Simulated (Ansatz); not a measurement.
# Nudged elastic band of BH4O2F

System: BH4O2F.
Method: RKS PBE-D4/6-31G* (Ansatz 0.2.0).

It belongs to a series of runs on one base structure; here: band between the two ends.

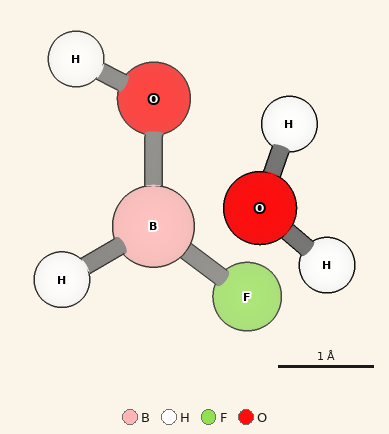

**Figure 1.** The structure as given in the input (ball-and-stick view, seen at a tilt). Bond lengths as drawn: B–F 1.36 Å, B–H 1.21 Å, B–O 1.38 Å and H–O 0.98 Å.

## Input
```yaml
crystal:
  periodic: [false, false, false]
  atoms:
    - { symbol: B, position_ang: [-0.004199, -0.362271, 0.230592] }
    - { symbol: H, position_ang: [-0.439408, -1.091427, 1.08845] }
    - { symbol: F, position_ang: [1.340429, -0.242034, 0.083289] }
    - { symbol: O, position_ang: [-0.759567, 0.07199, -0.84363] }
    - { symbol: H, position_ang: [-1.690557, -0.187368, -0.713414] }
    - { symbol: O, position_ang: [-0.12369, 1.508561, 1.396017] }
    - { symbol: H, position_ang: [-0.390838, 1.980871, 0.578577] }
    - { symbol: H, position_ang: [0.851631, 1.605577, 1.401618] }
basis:
  gaussian: { orbitals: "6-31G*" }
hamiltonian:
  xc: pbe
  dispersion: d4
neb:
  order_check: false
  images: 5
  f_tol: 0.05
  max_iterations: 60
  final_atoms:
    - { symbol: B, position_ang: [-0.23670379, 0.54435943, -0.47989848] }
    - { symbol: H, position_ang: [0.31941695, -0.20199384, 3.31018343] }
    - { symbol: F, position_ang: [0.94269522, 0.16105125, -1.03461204] }
    - { symbol: O, position_ang: [-1.42013335, 0.01613489, -0.91513589] }
    - { symbol: H, position_ang: [-1.2598648, -0.62950973, -1.62809303] }
    - { symbol: O, position_ang: [-0.26252323, 1.47303355, 0.52758263] }
    - { symbol: H, position_ang: [0.64346397, 1.76610683, 0.73962701] }
    - { symbol: H, position_ang: [0.05745003, 0.15471663, 2.70184538] }
  initial_path:
    images:
      - { positions_ang: [[-0.004199, -0.362271, 0.230592], [-0.439408, -1.091427, 1.08845], [1.340429, -0.242034, 0.083289], [-0.759567, 0.07199, -0.84363], [-1.690557, -0.187368, -0.713414], [-0.12369, 1.508561, 1.396017], [-0.390838, 1.980871, 0.578577], [0.851631, 1.605577, 1.401618]] }
      - { positions_ang: [[0.01448716, -0.25265483, 0.17484753], [-0.41128414, -0.71334243, 1.24119102], [1.33380947, -0.22444549, -0.03308252], [-0.81666657, 0.06907447, -0.87679631], [-1.65137865, -0.36232523, -0.76325964], [-0.02496724, 1.53723534, 1.12153298], [-0.15643227, 1.86243178, 0.90985086], [0.49623324, 1.3679254, 1.44721508]] }
      - { positions_ang: [[0.03317331, -0.14303866, 0.11910306], [-0.38316027, -0.33525787, 1.39393204], [1.32718993, -0.20685698, -0.14945404], [-0.87376613, 0.06615894, -0.90996262], [-1.61220031, -0.53728246, -0.81310528], [0.07375552, 1.56590968, 0.84704896], [0.07797346, 1.74399255, 1.24112473], [0.14083548, 1.13027379, 1.49281215]] }
      - { positions_ang: [[0.05185947, -0.03342249, 0.0633586], [-0.35503641, 0.0428267, 1.54667306], [1.3205704, -0.18926848, -0.26582556], [-0.9308657, 0.06324342, -0.94312894], [-1.57302196, -0.71223969, -0.86295092], [0.17247828, 1.59458403, 0.57256494], [0.31237919, 1.62555333, 1.57239859], [-0.21456228, 0.89262219, 1.53840923]] }
      - { positions_ang: [[-0.04432828, 0.15917149, -0.1177271], [-0.13021862, -0.03878015, 2.13450985], [1.19461201, -0.07249524, -0.52208772], [-1.09395492, 0.04754057, -0.93379792], [-1.46863624, -0.68466304, -1.11799829], [0.02747778, 1.5540672, 0.55757083], [0.42274078, 1.67240449, 1.29480806], [-0.12389151, 0.64665367, 1.92622128]] }
      - { positions_ang: [[-0.14051604, 0.35176546, -0.29881279], [0.09459917, -0.12038699, 2.72234664], [1.06865361, 0.04427801, -0.77834988], [-1.25704413, 0.03183773, -0.92446691], [-1.36425052, -0.65708638, -1.37304566], [-0.11752273, 1.51355037, 0.54257673], [0.53310238, 1.71925566, 1.01721753], [-0.03322074, 0.40068515, 2.31403333]] }
      - { positions_ang: [[-0.23670379, 0.54435943, -0.47989848], [0.31941695, -0.20199384, 3.31018343], [0.94269522, 0.16105125, -1.03461204], [-1.42013335, 0.01613489, -0.91513589], [-1.2598648, -0.62950973, -1.62809303], [-0.26252323, 1.47303355, 0.52758263], [0.64346397, 1.76610683, 0.73962701], [0.05745003, 0.15471663, 2.70184538]] }
```

Launched with:
```bash
ansatz run input.yaml --threads 1 --pin off --max-ram 2048MiB --backend cpu --events-out ev --progress --plain --runs-dir out
```

## What the program printed
```
Engine: ansatz 0.2.0, aarch64-unknown-linux-gnu
Functional definition: PBE
  parameter kappa = 0.804
  parameter beta = 0.06672455060314922
  exchange = pbe_x(kappa = kappa, mu = beta*pi^2/3)
  correlation = pbe_c(beta = beta)
727 factors; their error is unknown
mean field evaluation 1: about -7538.8590 eV, gradient 6.8e1 eV
mean field evaluation 2: about -7519.4663 eV, gradient 1.2e2 eV
mean field evaluation 4: about -7546.4717 eV, gradient 6.6e0 eV
mean field evaluation 8: about -7546.5364 eV, gradient 2.1e-1 eV
mean field evaluation 16: about -7546.4978 eV, gradient 7.5e-5 eV
mean field -7546.49783554 eV, -277.3286802562 hartree, gradient 7.5e-5 eV, S^2 0.000000; 0 other end points of the search recorded, 0 dependent functions left out
the calculation of the forces begins
reference -7546.49785711 eV, -277.3286810488 hartree; 17, 17 occupied and 51, 51 virtual orbitals, 727 factors
727 factors; their error is unknown
mean field evaluation 32: about -7547.4852 eV, gradient 2.3e-5 eV
mean field -7547.48522294 eV, -277.3649660738 hartree, gradient 2.3e-5 eV, S^2 0.000000; 0 other end points of the search recorded, 0 dependent functions left out
[... from here on the field's lines of each further geometry are left out, up to the last ...]
NEB iter   1: max|band force component| = 2.454e2 eV/Å  barrier→ = 50.9332 eV  barrier← = 51.9147 eV  Δτ_max = 0.2000 Å  (172 SCF iters)
NEB iter   2: max|band force component| = 1.786e2 eV/Å  barrier→ = 38.8625 eV  barrier← = 39.8440 eV  Δτ_max = 0.2000 Å  (153 SCF iters)
NEB iter   3: max|band force component| = 7.840e1 eV/Å  barrier→ = 16.8696 eV  barrier← = 17.8511 eV  Δτ_max = 0.1981 Å  (159 SCF iters)
NEB iter   4: max|band force component| = 4.248e1 eV/Å  barrier→ = 8.9719 eV  barrier← = 9.9534 eV  Δτ_max = 0.1976 Å  (151 SCF iters)
NEB iter   5: max|band force component| = 1.777e1 eV/Å  barrier→ = 4.0892 eV  barrier← = 5.0707 eV  Δτ_max = 0.1932 Å  (147 SCF iters)
NEB iter   6: max|band force component| = 9.990e0 eV/Å  barrier→ = 1.8909 eV  barrier← = 2.8725 eV  Δτ_max = 0.1936 Å  (148 SCF iters)
NEB iter   7: max|band force component| = 5.018e0 eV/Å  barrier→ = 1.6632 eV  barrier← = 2.6447 eV  Δτ_max = 0.1995 Å  (138 SCF iters)
NEB iter   8: max|band force component| = 3.058e0 eV/Å  barrier→ = 1.5153 eV  barrier← = 2.4968 eV  Δτ_max = 0.1971 Å  (143 SCF iters)
NEB iter   9: max|band force component| = 2.580e0 eV/Å  barrier→ = 1.4582 eV  barrier← = 2.4397 eV  Δτ_max = 0.1940 Å  (145 SCF iters)
NEB iter  10: max|band force component| = 1.893e0 eV/Å  barrier→ = 1.2277 eV  barrier← = 2.2092 eV  Δτ_max = 0.2000 Å  (144 SCF iters)
NEB iter  11: max|band force component| = 1.783e0 eV/Å  barrier→ = 0.6627 eV  barrier← = 1.6442 eV  Δτ_max = 0.2000 Å  (149 SCF iters)
NEB iter  12: max|band force component| = 1.004e0 eV/Å  barrier→ = 0.7593 eV  barrier← = 1.7408 eV  Δτ_max = 0.2000 Å  (144 SCF iters)
NEB iter  13: max|band force component| = 1.941e0 eV/Å  barrier→ = 0.8776 eV  barrier← = 1.8591 eV  Δτ_max = 0.1011 Å  (143 SCF iters)
NEB iter  14: max|band force component| = 1.010e0 eV/Å  barrier→ = 1.0567 eV  barrier← = 2.0383 eV  Δτ_max = 0.2000 Å  (136 SCF iters)
NEB iter  15: max|band force component| = 2.112e0 eV/Å  barrier→ = 1.6202 eV  barrier← = 2.6017 eV  Δτ_max = 0.0999 Å  (149 SCF iters)
NEB iter  16: max|band force component| = 8.708e-1 eV/Å  barrier→ = 1.3273 eV  barrier← = 2.3088 eV  Δτ_max = 0.2000 Å  (135 SCF iters)
NEB iter  17: max|band force component| = 1.698e0 eV/Å  barrier→ = 0.8468 eV  barrier← = 1.8284 eV  Δτ_max = 0.1004 Å  (147 SCF iters)
NEB iter  18: max|band force component| = 1.383e0 eV/Å  barrier→ = 0.4715 eV  barrier← = 1.4530 eV  Δτ_max = 0.1003 Å  (143 SCF iters)
NEB iter  19: max|band force component| = 1.258e0 eV/Å  barrier→ = 0.2080 eV  barrier← = 1.1896 eV  Δτ_max = 0.0995 Å  (134 SCF iters)
NEB iter  20: max|band force component| = 8.108e-1 eV/Å  barrier→ = 0.1175 eV  barrier← = 1.0990 eV  Δτ_max = 0.0976 Å  (131 SCF iters)
NEB iter  21: max|band force component| = 2.516e0 eV/Å  barrier→ = 0.3713 eV  barrier← = 1.3528 eV  CI = image 3  Δτ_max = 0.2000 Å  (131 SCF iters)
NEB iter  22: max|band force component| = 1.255e0 eV/Å  barrier→ = 0.5710 eV  barrier← = 1.5526 eV  CI = image 3  Δτ_max = 0.2000 Å  (137 SCF iters)
NEB iter  23: max|band force component| = 2.586e0 eV/Å  barrier→ = 1.1767 eV  barrier← = 2.1582 eV  CI = image 3  Δτ_max = 0.1002 Å  (138 SCF iters)
NEB iter  24: max|band force component| = 2.390e0 eV/Å  barrier→ = 1.3423 eV  barrier← = 2.3239 eV  CI = image 3  Δτ_max = 0.1651 Å  (142 SCF iters)
NEB iter  25: max|band force component| = 6.700e-1 eV/Å  barrier→ = 1.0948 eV  barrier← = 2.0764 eV  CI = image 3  Δτ_max = 0.0769 Å  (130 SCF iters)
NEB iter  26: max|band force component| = 2.612e-1 eV/Å  barrier→ = 1.0900 eV  barrier← = 2.0715 eV  CI = image 3  Δτ_max = 0.0242 Å  (131 SCF iters)
NEB iter  27: max|band force component| = 2.058e-1 eV/Å  barrier→ = 1.0852 eV  barrier← = 2.0667 eV  CI = image 3  Δτ_max = 0.0302 Å  (132 SCF iters)
NEB iter  28: max|band force component| = 1.306e-1 eV/Å  barrier→ = 1.0829 eV  barrier← = 2.0644 eV  CI = image 3  Δτ_max = 0.0698 Å  (134 SCF iters)
NEB iter  29: max|band force component| = 3.315e-1 eV/Å  barrier→ = 1.0808 eV  barrier← = 2.0623 eV  CI = image 3  Δτ_max = 0.0349 Å  (124 SCF iters)
NEB iter  30: max|band force component| = 6.957e-2 eV/Å  barrier→ = 1.0801 eV  barrier← = 2.0616 eV  CI = image 3  Δτ_max = 0.0275 Å  (119 SCF iters)
the calculation of the forces begins
reference -7547.45869417 eV, -277.3639911594 hartree; 17, 17 occupied and 51, 51 virtual orbitals, 727 factors
727 factors; their error is unknown
mean field evaluation 1280: about -7545.4136 eV, gradient 9.2e-3 eV
mean field -7545.41356122 eV, -277.2888339097 hartree, gradient 2.5e-5 eV, S^2 0.000000; 1 other end points of the search recorded, 0 dependent functions left out
the calculation of the forces begins
reference -7545.41358162 eV, -277.2888346593 hartree; 17, 17 occupied and 51, 51 virtual orbitals, 727 factors
NEB iter  31: max|band force component| = 2.723e-2 eV/Å  barrier→ = 1.0799 eV  barrier← = 2.0614 eV  CI = image 3  Δτ_max = 0.0000 Å  (248 SCF iters)
```

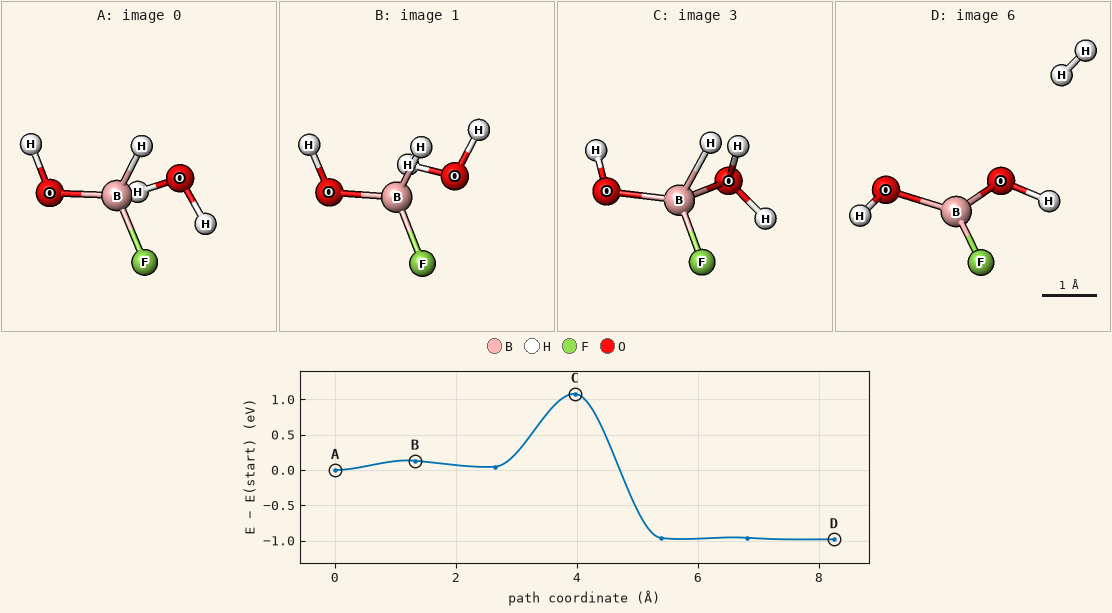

**Figure 2.** Images of the last band (counted from 0; ball-and-stick, seen at a tilt) above the energy along the path; the line is a cubic interpolation that uses the forces. The highest image is number 3, 1.080 eV above the start and 2.061 eV above the end (the climbing image); the end lies 0.982 eV below the start. The path is 8.24 Å long. The band converged in 31 iterations.

```
Total energy: -7545.50829631 eV, -277.2923153603 hartree
Atom 0 at     0.065566     0.086684     0.162021 Å, force     0.007286     0.012527     0.019447 eV/Å
Atom 1 at    -0.307007    -0.529898     1.372610 Å, force     0.000858    -0.004779     0.012166 eV/Å
Atom 2 at     1.404806    -0.087468     0.004619 Å, force    -0.016675    -0.008083    -0.015289 eV/Å
Atom 3 at    -0.757537    -0.258462    -0.891501 Å, force     0.012371    -0.017120    -0.017725 eV/Å
Atom 4 at    -1.668244     0.061551    -0.758550 Å, force     0.007041     0.015675     0.005784 eV/Å
Atom 5 at    -0.245099     1.529905     0.813771 Å, force    -0.018718     0.002357     0.000295 eV/Å
Atom 6 at     0.628131     1.952835     0.976669 Å, force    -0.005163    -0.010719     0.004495 eV/Å
Atom 7 at    -0.336814     0.528751     1.541859 Å, force     0.013000     0.010143    -0.009174 eV/Å
Dipole moment:    -0.180284     0.354470     0.372102 e Å
this run last wrote the band of iteration 31 to [file]
```

## The last band as extended XYZ (Å, eV, eV/Å)
```
8
Properties=species:S:1:pos:R:3:forces:R:3 image=0 energy=-7546.58813
B    -0.0042   -0.3623    0.2306    0.0158  -0.0183   0.0267
H    -0.4394   -1.0914    1.0884    0.0005  -0.0011  -0.0133
F     1.3404   -0.2420    0.0833   -0.0177   0.0074   0.0043
O    -0.7596    0.0720   -0.8436   -0.0097   0.0088  -0.0168
H    -1.6906   -0.1874   -0.7134    0.0005  -0.0044  -0.0012
O    -0.1237    1.5086    1.3960    0.0093   0.0061   0.0028
H    -0.3908    1.9809    0.5786   -0.0002  -0.0012  -0.0014
H     0.8516    1.6056    1.4016    0.0014   0.0026  -0.0012
8
Properties=species:S:1:pos:R:3:forces:R:3 image=1 energy=-7546.45636
B     0.1223   -0.3545    0.1335   -0.0048   0.0245  -0.0340
H    -0.2429   -0.9374    1.1336    0.0009   0.0118   0.0130
F     1.3894   -0.5008   -0.2849   -0.0156   0.0210  -0.0061
O    -0.7966    0.1136   -0.8042   -0.0202  -0.0445  -0.0057
H    -1.7022   -0.0840   -0.5024   -0.0065  -0.0275   0.0018
O     0.3767    1.6015    1.0626   -0.0025   0.0181  -0.0190
H    -0.3797    1.9023    0.5137    0.0949   0.0161   0.0005
H     0.0168    1.5432    1.9698   -0.0463  -0.0196   0.0495
8
Properties=species:S:1:pos:R:3:forces:R:3 image=2 energy=-7546.54176
B     0.0336   -0.2721    0.0899    0.0044   0.0088  -0.0189
H    -0.2702   -0.9261    1.0639   -0.0001  -0.0249  -0.0112
F     1.3433    0.0403   -0.0987   -0.0082  -0.0193   0.0086
O    -0.7787   -0.1270   -1.0055    0.0019   0.0036  -0.0121
H    -1.6845   -0.4131   -0.7881   -0.0007  -0.0108  -0.0024
O    -0.3338    1.6185    1.1852    0.0085   0.0042   0.0314
H     0.4244    2.0558    0.7438   -0.0097   0.0015  -0.0179
H     0.0495    1.3076    2.0310    0.0040   0.0369   0.0224
8
Properties=species:S:1:pos:R:3:forces:R:3 image=3 energy=-7545.50828
B     0.0656    0.0867    0.1620    0.0073   0.0125   0.0194
H    -0.3070   -0.5299    1.3726    0.0009  -0.0048   0.0122
F     1.4048   -0.0875    0.0046   -0.0167  -0.0081  -0.0153
O    -0.7575   -0.2585   -0.8915    0.0124  -0.0171  -0.0177
H    -1.6682    0.0616   -0.7585    0.0070   0.0157   0.0058
O    -0.2451    1.5299    0.8138   -0.0187   0.0024   0.0003
H     0.6281    1.9528    0.9767   -0.0052  -0.0107   0.0045
H    -0.3368    0.5288    1.5419    0.0130   0.0101  -0.0092
8
Properties=species:S:1:pos:R:3:forces:R:3 image=4 energy=-7547.55065
B     0.1385    0.4842   -0.2703    0.0065   0.0423  -0.0485
H    -0.2753   -0.7758    2.1650   -0.0112  -0.0285   0.0887
F     1.4237    0.0838   -0.3081    0.0020   0.0086  -0.0222
O    -0.7990   -0.3017   -0.8789    0.0026   0.0000  -0.0069
H    -1.6876    0.0831   -0.7567    0.0047   0.0166  -0.0127
O    -0.2140    1.6594    0.3607    0.0124   0.0126  -0.0500
H     0.5733    2.0822    0.7538   -0.0032   0.0119  -0.0162
H    -0.3758   -0.0313    2.1559   -0.0137  -0.0635   0.0677
8
Properties=species:S:1:pos:R:3:forces:R:3 image=5 energy=-7547.54887
B    -0.1176    0.6230   -0.3022   -0.0150   0.0114  -0.0021
H    -0.0797   -0.6318    2.5862    0.0021   0.0009   0.0247
F     1.0600    0.0160   -0.6045   -0.0187  -0.0040  -0.0158
O    -1.3136    0.0515   -0.6360   -0.0317   0.0325   0.0058
H    -1.1772   -0.8058   -1.0770    0.0398  -0.0459  -0.0342
O    -0.1349    1.8283    0.3482    0.0079   0.0107   0.0075
H     0.7751    2.1283    0.5286    0.0155  -0.0028   0.0000
H    -0.2283    0.0744    2.3781    0.0002  -0.0028   0.0139
8
Properties=species:S:1:pos:R:3:forces:R:3 image=6 energy=-7547.56966
B    -0.2367    0.5444   -0.4799   -0.0015   0.0068  -0.0005
H     0.3194   -0.2020    3.3102   -0.0062   0.0090  -0.0158
F     0.9427    0.1611   -1.0346    0.0033  -0.0044  -0.0015
O    -1.4201    0.0161   -0.9151   -0.0033   0.0011   0.0024
H    -1.2599   -0.6295   -1.6281    0.0033  -0.0025  -0.0030
O    -0.2625    1.4730    0.5276   -0.0017   0.0009   0.0053
H     0.6435    1.7661    0.7396   -0.0007  -0.0027  -0.0027
H     0.0575    0.1547    2.7018    0.0069  -0.0084   0.0158
```

## Results in brief

| quantity | value |
| --- | --- |
| outcome | converged |
| barrier, forward | 1.080 eV |
| barrier, backward | 2.061 eV |
| hardware | 1 thread of Arm Neoverse N1, 24 GiB of memory available, shared host |
| wall time | 6.4 min |
| peak memory | 0.12 GiB |

The order of the saddle point was not checked.
